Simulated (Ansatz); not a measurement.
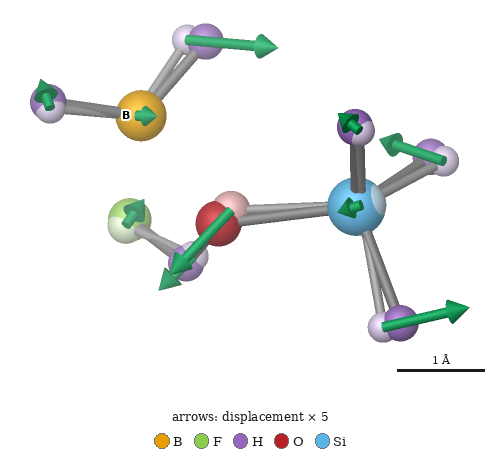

This is a constrained relaxation of BSiH$_{6}$OF. The starting structure is drawn faded, the final one solid; green arrows show the displacements, magnified 5 times. The two geometries are superimposed by the best rigid fit.

Style: ball-and-stick. Shown at a tilt.

The reaction that was planned forms B1–O6, F2–H5 and breaks B1–F2, H5–O6 (atoms numbered from 1 in input order).

These are results of RKS PBE0-D4/def2-SVP in Ansatz 0.2.0, not measurements.

The input:
```yaml
crystal:
  periodic: [false, false, false]
  atoms:
    - {symbol: B, position_ang: [-1.556900, 0.160000, -0.120800]}
    - {symbol: F, position_ang: [-1.663700, -1.509500, 0.012600]}
    - {symbol: H, position_ang: [-2.209500, 0.645500, 0.710300]}
    - {symbol: H, position_ang: [-1.553300, 0.443400, -1.247900]}
    - {symbol: H, position_ang: [-0.548200, -1.210300, 0.346300]}
    - {symbol: O, position_ang: [0.063300, -0.101200, 0.470700]}
    - {symbol: Si, position_ang: [1.563300, 0.323800, 0.026800]}
    - {symbol: H, position_ang: [2.376200, -0.504200, 0.916500]}
    - {symbol: H, position_ang: [1.812600, -0.003800, -1.377600]}
    - {symbol: H, position_ang: [1.716200, 1.756200, 0.263000]}
basis:
  gaussian: {orbitals: def2-SVP}
hamiltonian: {xc: pbe0, dispersion: d4}
relax: {f_tol: 0.08, max_steps: 120, escape_saddle: false, constraints: [{distance: [0, 5]}, {distance: [1, 4]}, {distance: [0, 1]}, {distance: [4, 5]}]}
```

What happened in the run?

Answer. The atom that moves furthest after the best rigid fit is H4 (0.25 Å). Largest moves by element: H 0.25 Å, O 0.21 Å, F 0.09 Å, Si 0.06 Å, B 0.06 Å. Near-neighbour distances that change, for instance: O6–Si7 1.621 → 1.688 Å, B1–H5 1.764 → 1.800 Å, B1–H3 1.163 → 1.198 Å, Si7–H10 1.460 → 1.489 Å. Among the angles between lasting bonds that change: O6–Si7–H8 101.5° → 107.4°, H5–O6–Si7 130.3° → 126.8°, H8–Si7–H10 113.5° → 110.6°. The optimiser took 7 steps. The run took about 25 core-seconds on a shared host.
